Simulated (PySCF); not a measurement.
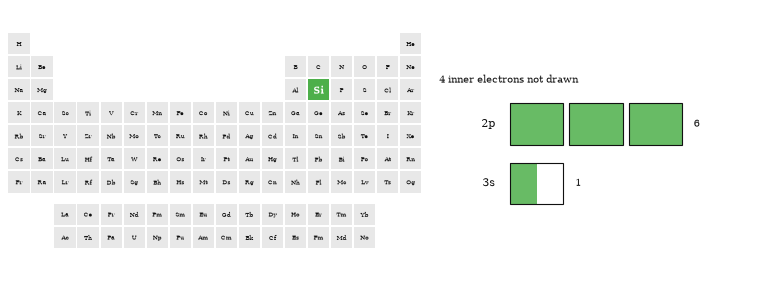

**Figure 1.** Left, the place of silicon in the periodic table; right, the outer shells of the nominal configuration: a box for each of the 2l + 1 orbitals, shaded by the share of the shell that is filled, with the electron count at the right.

## Atomic calculation, with input and output: Si³⁺

- system: Si³⁺, configuration 1s2 2s2 2p6 3s1, multiplicity 2.
- method: unrestricted MN15, aug-cc-pV(Q+d)Z, non-relativistic, point nucleus (PySCF)

**Key numbers**

- outcome: converged
- total energy: −287.149556 hartree
- kinetic energy: 285.362994 hartree
- ⟨S²⟩: 0.750
- SCF iterations: 5
- hardware: 1 CPU thread, shared host
- CPU time: 2.4 s (integrals apart)

**Input file**
```python
from pyscf import gto, scf, dft, mp, cc
import basis_set_exchange as bse
mol = gto.M(atom="Si 0 0 0", charge=3, spin=1, symmetry="D2h",
            basis=gto.basis.parse(bse.get_basis("aug-cc-pV(Q+d)Z", elements=["Si"], fmt="nwchem")))
mf = dft.UKS(mol, xc="MN15")
mf.irrep_nelec = {'Ag': (3, 2), 'B1u': (1, 1), 'B2u': (1, 1), 'B3u': (1, 1)}
mf.kernel()
```

The script is an equivalent of what the driver set up; the driver started from orbitals of its own, so the log can be shorter than this script's would be, and it computed the properties (radii, ⟨L²⟩, response) afterwards. It held the occupations shell by shell, which the script's counts by irreducible representation don't always enforce.

**The program's output (extracts)**
```
damping factor = 0
level_shift factor = 0
DIIS = <class 'pyscf.scf.diis.CDIIS'>
diis_start_cycle = 1
diis_space = 10
diis_damp = 0
SCF conv_tol = 1e-09
SCF conv_tol_grad = None
number electrons alpha = 6  beta = 5
XC functionals = MN15
    H. S. Yu, X. He, S. L. Li, and D. G. Truhlar.,  Chem. Sci. 7, 5032-5051 (2016)
    H. S. Yu, X. He, S. L. Li, and D. G. Truhlar.,  Chem. Sci. 7, 5032-5051 (2016)
cycle= 1 E= -287.149143537949  delta_E= -0.015  |g|= 0.0552  |ddm|= 6.23
cycle= 2 E= -287.149528140377  delta_E= -0.000385  |g|= 0.0154  |ddm|= 1.49
cycle= 3 E= -287.149556374982  delta_E= -2.82e-05  |g|= 0.000204  |ddm|= 0.321
cycle= 4 E= -287.149556379731  delta_E= -4.75e-09  |g|= 2.98e-06  |ddm|= 0.00425
cycle= 5 E= -287.149556379734  delta_E= -2.79e-12  |g|= 1.43e-07  |ddm|= 4.06e-05
converged SCF energy = -287.149556379734  <S^2> = 0.7500613  2S+1 = 2.0000613
```

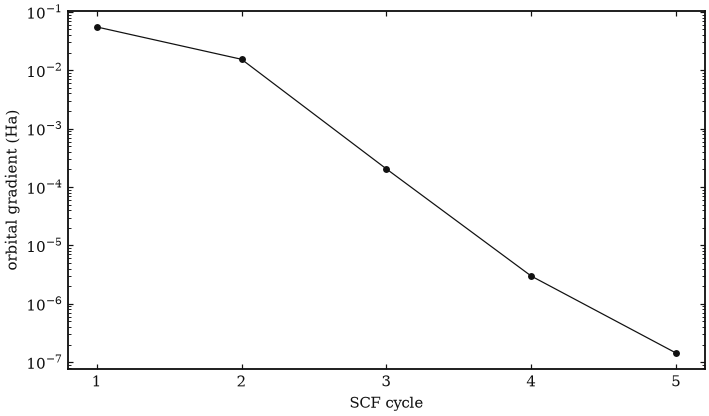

**Figure 2.** Convergence: orbital gradient against the SCF cycle. The residual falls at every step. It goes from 0.055 to 1.4×10⁻⁷ in 5 steps.

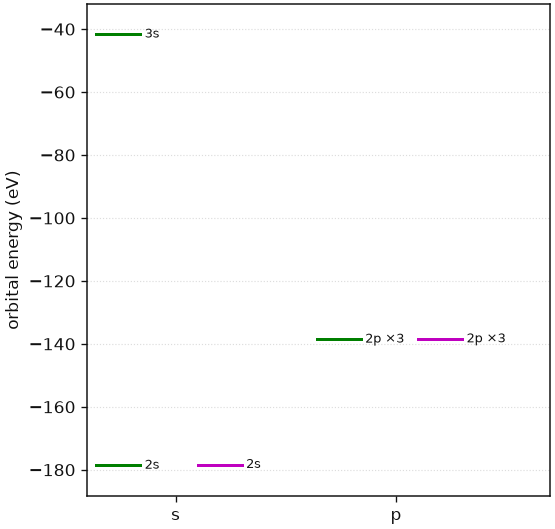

**Figure 3.** Orbital energies of the mean field, from the top down to −178.6 eV, by angular momentum, α spin at the left of each column and β at the right; ×n counts the orbitals under one label. The highest filled orbital is 3s α at −41.7 eV, the lowest empty one s β at −33.1 eV.
